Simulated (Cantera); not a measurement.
Charge: 1 mol Si, 2.3 mol H₂O, 1.6 mol N₂, held at 1 atm.

Method: chemical equilibrium by Gibbs-energy minimisation in Cantera with the NASA 1993 tables (ideal gas, pure condensed phases). Candidate condensed phases: H₂O, Si, SiO₂, Si₂N₂O, Si₃N₄; 35 gas species. The tables hold silica as quartz up to 1696 K and as liquid above; real silica turns to tridymite and cristobalite and melts near 1996 K. Gases not in the tables: Si(OH)₄. The numbers say what is thermodynamically allowed, not how fast it happens.

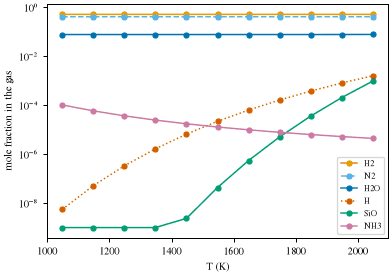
Fig. 1. Equilibrium gas composition (values under 1e-9 drawn at 1e-9)

### Question
Read off the mole fractions at 1948 K.

### Answer
H₂ about 0.51, N₂ about 0.41, H₂O about 0.077, H about 0.00080, SiO about 0.00020, NH₃ about 5.2e-6.
